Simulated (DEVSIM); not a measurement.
Device: Ni/SiO2/p-Si capacitor, at 300 K.

| layer (left to right) | material | thickness (nm) | Na (cm⁻³) |
|---|---|---|---|
| 1 | SiO2 | 22.0 | - |
| 2 | Si | 1200 | 2.3e17 |

Metal gate on the left, work function 5.1 eV. Fixed charge at the semiconductor interface 2.3e12 cm⁻² (in units of +e); interface traps 1.6e12 cm⁻² eV⁻¹, uniform in energy, neutral level at 0.7 of the gap above the valence band.

This is a model device: material constants are rounded textbook-type values typed into the input, and sizes, dopings and lifetimes were drawn at random. Values at 300 K.

```csv
parameter,SiO2,Si
gap (eV),9,1.124
affinity (eV),0.9,4.05
permittivity,3.9,11.7
Nc (cm⁻³),-,2.86e19
Nv (cm⁻³),-,3.1e19
```

Model (solved in DEVSIM): 1D Poisson equation in equilibrium, Boltzmann statistics, complete ionisation; no quantum confinement or tunnelling. Metal contacts follow the ideal Schottky-Mott rule: no Fermi-level pinning, no interface dipoles.

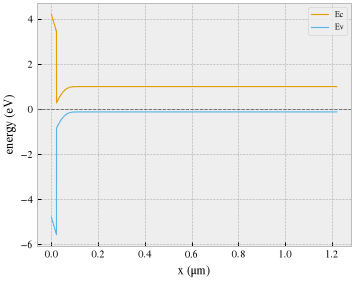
Figure. Band edges at 0.0 V on the gate

Energies count from the Fermi level of the right contact; mesh points crowd at the junctions.

```tsv
x (μm)	Ec (eV)	Ev (eV)	n (cm⁻³)	p (cm⁻³)	field (V/cm)
0.000	4.200	-4.800	< 1e2	< 1e2	-350000
0.001309	4.154	-4.846	< 1e2	< 1e2	-350000
0.003779	4.067	-4.933	< 1e2	< 1e2	-350000
0.008889	3.887	-5.113	< 1e2	< 1e2	-350000
0.01717	3.595	-5.405	< 1e2	< 1e2	-350000
0.02024	3.486	-5.514	< 1e2	< 1e2	-350000
0.02173	3.434	-5.566	< 1e2	< 1e2	-350000
0.02337	0.305	-0.819	2.2e14	530000	220000
0.02635	0.368	-0.756	1.9e13	6200000	210000
0.03284	0.495	-0.629	1.4e11	8.4e8	180000
0.04610	0.708	-0.416	3.7e7	3.2e12	140000
0.09055	0.989	-0.135	690	1.7e17	9100
0.1726	0.997	-0.127	510	2.3e17	≈ 0
0.3514	0.997	-0.127	510	2.3e17	≈ 0
0.8226	0.997	-0.127	510	2.3e17	≈ 0
1.033	0.997	-0.127	510	2.3e17	≈ 0
1.136	0.997	-0.127	510	2.3e17	≈ 0
1.182	0.997	-0.127	510	2.3e17	≈ 0
1.209	0.997	-0.127	510	2.3e17	≈ 0
1.216	0.997	-0.127	510	2.3e17	≈ 0
1.220	0.997	-0.127	510	2.3e17	≈ 0
1.222	0.997	-0.127	510	2.3e17	≈ 0
```
